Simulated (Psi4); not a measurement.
**HSE06/cc-pVTZ run of F2 (fluorine)**

Aim: the vertical singlet–triplet gap of F2 (fluorine) at HSE06/cc-pVTZ, from 2 runs. 

The results are computed with Psi4 1.11.

1 further run of the same task is left out (set aside as unsound or not needed).

**1. The molecule**

F2: 2 atoms, total charge 0, spin state singlet. SMILES: `FF`. The shape is that of a PBE0-D4/def2-TZVP optimisation.

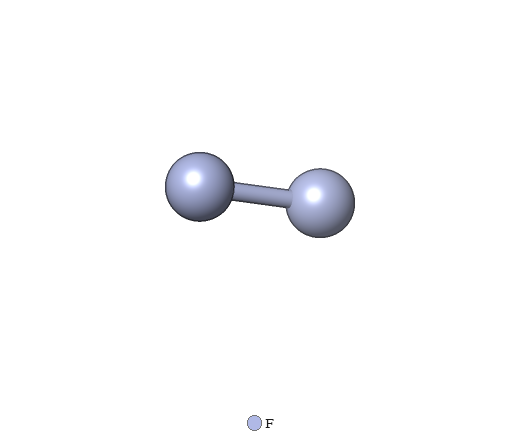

The structure, seen from a chosen angle (fluorine light blue).

**2. The energy at HSE06/cc-pVTZ**

Input file input.in:

```
memory 1.6 GB

molecule m {
  0 1
  F     -0.583900     0.212400    -0.295000
  F      0.583900    -0.212400     0.295000
  units angstrom
  symmetry c1
}

set puream true
set e_convergence 1e-09
set d_convergence 1e-08
set scf_type pk
set dft_radial_points 99
set dft_spherical_points 590

E, wfn = energy("hse06/cc-pVTZ", return_wfn=True)
oeprop(wfn, "QUADRUPOLE", "DIPOLE", "MULLIKEN_CHARGES")
```

Launch:

```bash
$ psi4 -n 1 input.in input.out
```

input.out:

```text
[...]
  Running in c1 symmetry.
[...]
  Nuclear repulsion =   31.159450748216873
[...]
  Multiplicity = 1
[...]
  Nalpha       = 9
  Nbeta        = 9
[...]
    Number of basis functions: 60
[...]
   @RKS iter   1:  -199.40460191941887   -2.57900e-01   3.53711e-03 DIIS/ADIIS
[...]
   @RKS iter   7:  -199.41430209637417   -1.36993e-11   4.09792e-09 DIIS
[...]
    Orbital Energies [Eh]
    ---------------------
    Doubly Occupied:
       1A    -24.863072     2A    -24.863011     3A     -1.382583
       4A     -1.113228     5A     -0.608552     6A     -0.549657
       7A     -0.549657     8A     -0.405891     9A     -0.405891
[...]
  @RKS Final Energy:  -199.41430209637417
   => Energetics <=
    Nuclear Repulsion Energy =             31.1594507482168730
    One-Electron Energy =                -340.2419496085145738
    Two-Electron Energy =                 125.5698425958199778
    DFT Exchange-Correlation Energy =     -15.9016458318964826
    Empirical Dispersion Energy =           0.0000000000000000
    VV10 Nonlocal Energy =                  0.0000000000000000
    Total Energy =                       -199.4143020963741719
[...]
 Multipole Moments:
 ------------------------------------------------------------------------------------
     Multipole            Electronic (a.u.)      Nuclear  (a.u.)        Total (a.u.)
 ------------------------------------------------------------------------------------
 L = 1.  Multiply by 2.5417464519 to convert [e a0] to [Debye]
 Dipole X            :          0.0000000            0.0000000            0.0000000
 Dipole Y            :         -0.0000000            0.0000000           -0.0000000
 Dipole Z            :          0.0000000            0.0000000            0.0000000
 Magnitude           :                                                    0.0000000
 L = 2.  Multiply by 1.3450342976 to convert [e a0^2] to [Debye ang]
 Quadrupole XX       :        -36.9149995           30.4090578           -6.5059417
 Quadrupole XY       :          0.0000000           -0.0000000           -0.0000000
[...]
  Mulliken Charges: (a.u.)
   Center  Symbol    Alpha    Beta     Spin     Total
       1     F     4.50000  4.50000  0.00000 -0.00000
       2     F     4.50000  4.50000  0.00000  0.00000
   Total alpha =  9.00000, Total beta =  9.00000, Total charge = -0.00000
    Psi4 run time: 0:00:04.47
```

Run time: 5.4 s. Hardware: 1 thread of Intel Xeon 6975P-C (Granite Rapids), shared host; peak memory 0.43 GiB.

**3. The triplet: energy and forces at UHSE06/cc-pVTZ**

Input file f2.in:

```
memory 1600 MB

molecule m {
  0 3
  F     -0.583900     0.212400    -0.295000
  F      0.583900    -0.212400     0.295000
  symmetry c1
}

set globals {
  reference uks
  puream true
  e_convergence 1e-09
  d_convergence 1e-08
  scf_type pk
  dft_radial_points 99
  dft_spherical_points 590
  maxiter 200
}

e_tot, wfn = gradient('hse06/cc-pVTZ', return_wfn=True)
oeprop(wfn, 'MULLIKEN_CHARGES', 'WIBERG_LOWDIN_INDICES', 'DIPOLE', title='HSE06')
```

Launch:

```bash
$ psi4 f2.in f2.out -n 1
```

f2.out, shortened:

```text
[...]
  Running in c1 symmetry.
[...]
  Nuclear repulsion =   31.159450748216873
[...]
  Multiplicity = 3
[...]
  Nalpha       = 10
  Nbeta        = 8
[...]
    Number of basis functions: 60
[...]
   @UKS iter   1:  -199.27531472611062   -1.28613e-01   3.15866e-03 DIIS/ADIIS
[...]
   @UKS iter   8:  -199.28637389596759   -9.18021e-12   6.20360e-09 DIIS
[...]
   @S^2 Observed:                2.007500852E+00
[...]
  @UKS Final Energy:  -199.28637389596759
   => Energetics <=
    Nuclear Repulsion Energy =             31.1594507482168730
    One-Electron Energy =                -340.3510733309119018
    Two-Electron Energy =                 125.8515162540252845
    DFT Exchange-Correlation Energy =     -15.9462675672978786
    Empirical Dispersion Energy =           0.0000000000000000
    VV10 Nonlocal Energy =                  0.0000000000000000
    Total Energy =                       -199.2863738959675857
[...]
  -Total Gradient:
     Atom            X                  Y                   Z
    ------   -----------------  -----------------  -----------------
       1        0.289144720369     0.000000000000    -0.000000000000
       2       -0.289144720374     0.000000000000    -0.000000000000
[...]
 Multipole Moments:
 ------------------------------------------------------------------------------------
     Multipole            Electronic (a.u.)      Nuclear  (a.u.)        Total (a.u.)
 ------------------------------------------------------------------------------------
 L = 1.  Multiply by 2.5417464519 to convert [e a0] to [Debye]
 Dipole X            :         -0.0000000            0.0000000           -0.0000000
 Dipole Y            :         -0.0000000            0.0000000           -0.0000000
 Dipole Z            :          0.0000000            0.0000000            0.0000000
 Magnitude           :                                                    0.0000000
[...]
  Mulliken Charges: (a.u.)
   Center  Symbol    Alpha    Beta     Spin     Total
       1     F     5.00000  4.00000  1.00000  0.00000
       2     F     5.00000  4.00000  1.00000 -0.00000
   Total alpha = 10.00000, Total beta =  8.00000, Total charge = -0.00000
  Wiberg Bond Indices using Orthogonal Lowdin Orbitals:
  Total Bond Index:
  Irrep: 1 Size: 2 x 2
                 1                   2
[...]
```

It took 9.3 s on 1 thread of Intel Xeon 6975P-C (Granite Rapids), shared host; peak memory 0.44 GiB.

**4. Summary of results**

Level: HSE06/cc-pVTZ.

```
                                        quantity          value
                           singlet: total energy  -199.41430 Eh
                          singlet: dipole moment         0.00 D
                            singlet: HOMO energy      -11.04 eV
                            singlet: LUMO energy       -3.47 eV
                          singlet: HOMO–LUMO gap        7.58 eV
                           triplet: total energy  -199.28637 Eh
                          triplet: dipole moment         0.00 D
     triplet: HOMO energy (highest over α and β)       -7.39 eV
      triplet: LUMO energy (lowest over α and β)       -6.81 eV
                                   triplet: ⟨S²⟩          2.008
               triplet: largest force on an atom    14.868 eV/Å
vertical energy of the triplet above the singlet       3.481 eV
```

What this shows: At this shape the triplet lies 3.48 eV (80 kcal/mol) above the singlet.
